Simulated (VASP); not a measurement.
Band structure of Cu₂O (cuprite). Method: AM05 GGA, VASP's PBE PAW potentials (set 64) (plane waves; VASP).

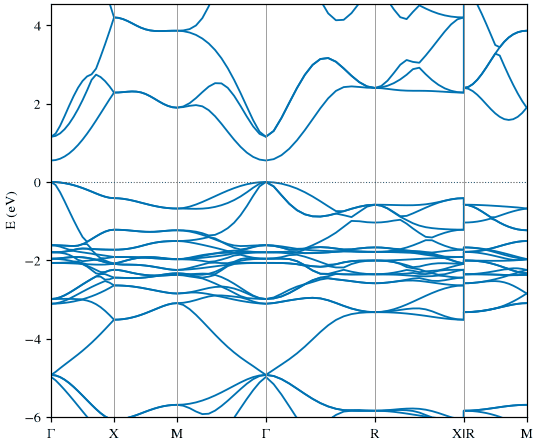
Figure: Bands along high-symmetry lines, zero at the valence-band maximum or, without a gap, the Fermi level

Problem. Read the plot: is there a gap, and where are the band edges?

Solution. The gap is direct, 0.55 eV, from the valence maximum at Γ to the conduction minimum at Γ. (Edges off the drawn lines would not show.)

Measured: gap 2.20 eV (computed value off by -1.65 eV), as given by Wei Chen et al., Physical Review Materials (2018), doi:10.1103/physrevmaterials.2.073803 [zero-point renormalisation of 0.03 eV added back (the table's ZPR column)].

The compound is Cu2O in the cuprite structure. It was relaxed first.
